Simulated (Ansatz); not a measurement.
# BF3 (boron trifluoride): levels of theory compared

Aim: a comparison of 6 runs (PBE/STO-3G, UPBE/STO-3G, revPBE/STO-3G, wB97M-V/STO-3G, CCSDT(Q)/STO-3G, FCI/STO-3G) of BF3 (boron trifluoride). 

The calculation is run with Ansatz 0.2.0.

43 further runs of the same task are left out: 4 that didn't finish, 39 set aside as unsound or not needed.

### Step 1. Starting point

BF3: 4 atoms, total charge 0, spin state singlet. As SMILES, `FB(F)F`. The B2–F1 distance was set to 1.639 Å, away from the relaxed value.

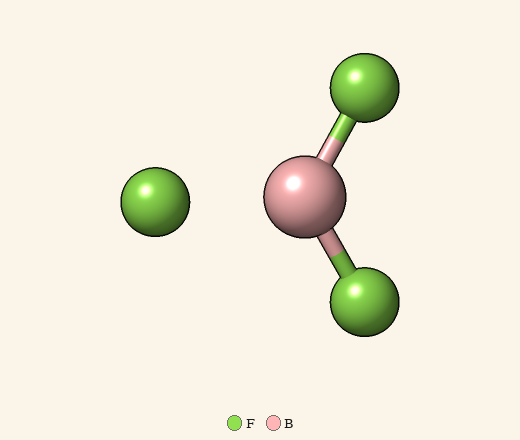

The structure, seen from a chosen angle (fluorine green, boron pink).

### Step 2. A single-point energy at PBE/STO-3G (run 1)

File in.yaml:

```yaml
basis:
  gaussian:
    orbitals: STO-3G
crystal:
  periodic: [false, false, false]
  atoms:
    - {symbol: F, position_ang: [0.679821, 0.263421, 1.467823]}
    - {symbol: B, position_ang: [0.000020, -0.000000, 0.000010]}
    - {symbol: F, position_ang: [-0.265170, -1.223510, -0.389620]}
    - {symbol: F, position_ang: [-0.278730, 1.012770, -0.784660]}
hamiltonian:
  xc: {name: PBE}
accuracy: high
```

The run is started by

```console
$ ansatz run in.yaml --threads 1 --pin off --max-ram 3480MiB --events-out events.jsonl --progress --plain --runs-dir runs
```

Standard output:

```text
Warning: RAYON_NUM_THREADS=1 ignored (pool sized by the plan → 1); use --threads N
Functional definition: PBE
  name "PBE"
  parameter kappa = 0.804
  parameter beta = 0.06672455060314922
  exchange = pbe_x(kappa = kappa, mu = beta*pi^2/3)
  correlation = pbe_c(beta = beta)
364 factors; integrals over basis functions are off by at most 3.3e-8 eV
mean field evaluation 1: about -8693.7138 eV, gradient 1.6e1 eV
mean field evaluation 2: about -8678.3187 eV, gradient 8.1e1 eV
mean field evaluation 4: about -8694.6666 eV, gradient 3.7e0 eV
mean field evaluation 8: about -8694.6490 eV, gradient 6.7e-2 eV
mean field evaluation 16: about -8694.6491 eV, gradient 1.9e-7 eV
mean field -8694.64905879 eV, -319.5224594658 hartree, gradient 1.4e-8 eV, S^2 0.000000; 0 other end points of the search recorded, 0 dependent functions left out
reference -8694.64905997 eV, -319.5224595091 hartree; 16, 16 occupied and 4, 4 virtual orbitals, 364 factors
Total energy: -8694.64905997 eV, -319.5224595091 hartree
```

Wall time 1 s (1 thread of Arm Neoverse V1, shared host); peak memory 0.091 GiB.

### Step 3. A single-point energy at UPBE/STO-3G (run 2)

Changes to in.yaml since step 2:

```diff
@@ -1,4 +1 @@
-basis:
-  gaussian:
-    orbitals: STO-3G
 crystal:
@@ -10,2 +7,8 @@
     - {symbol: F, position_ang: [-0.278730, 1.012770, -0.784660]}
+basis:
+  gaussian:
+    orbitals: STO-3G
+total_charge: 0
+magnetization:
+  spin_polarized: true
 hamiltonian:
```

The run is started by

```console
$ ansatz run in.yaml --threads 1 --pin off --max-ram 3480MiB --events-out events.jsonl --progress --plain --runs-dir runs
```

Standard output, cut to the lines that bear on the results:

```text
Warning: RAYON_NUM_THREADS=1 ignored (pool sized by the plan → 1); use --threads N
[... 6 set-up lines as earlier in the session ...]
364 factors; integrals over basis functions are off by at most 3.3e-8 eV
mean field evaluation 1: about -8693.7138 eV, gradient 1.1e1 eV
mean field evaluation 2: about -8678.3187 eV, gradient 5.7e1 eV
mean field evaluation 4: about -8694.6666 eV, gradient 2.6e0 eV
mean field evaluation 8: about -8694.6490 eV, gradient 4.7e-2 eV
mean field evaluation 16: about -8694.6491 eV, gradient 1.7e-8 eV
mean field -8694.64905879 eV, -319.5224594658 hartree, gradient 2.9e-8 eV, S^2 0.000000; 0 other end points of the search recorded, 0 dependent functions left out
reference -8694.64905997 eV, -319.5224595091 hartree; 16, 16 occupied and 4, 4 virtual orbitals, 364 factors
Total energy: -8694.64905997 eV, -319.5224595091 hartree
```

It took 1.7 s on 1 thread of Arm Neoverse V1, shared host; peak memory 0.12 GiB.

Runs 3 to 5 aren't shown in full; the table further down has their settings and results.

### Step 4. The energy at FCI/STO-3G (run 6)

Changes to in.yaml since step 3:

```diff
@@ -10,7 +10,5 @@
     orbitals: STO-3G
-total_charge: 0
-magnetization:
-  spin_polarized: true
-hamiltonian:
-  xc: {name: PBE}
+correlation:
+  method: fci
+  frozen_orbitals: {B: 1, F: 1}
 accuracy: high
```

The run is started by

```console
$ ansatz run in.yaml --threads 1 --pin off --max-ram 3480MiB --events-out events.jsonl --progress --plain --runs-dir runs
```

Standard output:

```text
Warning: RAYON_NUM_THREADS=1 ignored (pool sized by the plan → 1); use --threads N
Functional definition: HF
  name "HF"
  exchange = exact_x
  correlation = 0
364 factors; integrals over basis functions are off by at most 3.3e-8 eV
mean field evaluation 1: about -8665.0844 eV, gradient 3.2e1 eV
mean field evaluation 2: about -8665.1429 eV, gradient 3.2e1 eV
mean field evaluation 4: about -8669.3327 eV, gradient 1.5e0 eV
mean field evaluation 8: about -8669.3460 eV, gradient 2.2e-4 eV
mean field -8669.34603948 eV, -318.5925906572 hartree, gradient 2.3e-8 eV, S^2 0.000000; 0 other end points of the search recorded, 0 dependent functions left out
4 core orbitals not correlated: weight in the atoms' cores, before any rotation towards them, 1.000 or more for the frozen orbitals, at most 0.000 for the correlated occupied ones
reference -8669.34603948 eV, -318.5925906572 hartree; 12, 12 occupied and 4, 4 virtual orbitals, 364 factors
state -8673.00315066 eV, -318.7269870141 hartree
Total energy: -8673.00315066 eV, -318.7269870141 hartree
```

Wall time 14 s (1 thread of Arm Neoverse V1, shared host); peak memory 0.31 GiB.

### Step 5. The series

```csv
run,level,frozen core orbitals,energy (Eh),wall time
1,PBE/STO-3G,–,-319.522460,1 s
2,UPBE/STO-3G,–,-319.522460,1.7 s
3,revPBE/STO-3G,–,-319.760600,1 s
4,wB97M-V/STO-3G,–,-319.858268,18 s
5,CCSDT(Q)/STO-3G,4,-318.727213,0.85 s
6,FCI/STO-3G,4,-318.726987,14 s
```

### Step 6. Summary of results

| quantity | value |
| --- | --- |
| run 6: total energy | -318.72699 Eh |
| run 6: correlation energy (4 core orbitals frozen) | -134.4 mEh |

In words: Against full CI in this basis: CCSDT(Q) -0.2 mEh. Totals of different functionals can't be ranked against each other. In runs 1, 2, 3, 4, 5, 6 the basis is minimal, so the values are rough. All runs together took 36 s, the longest 18 s.
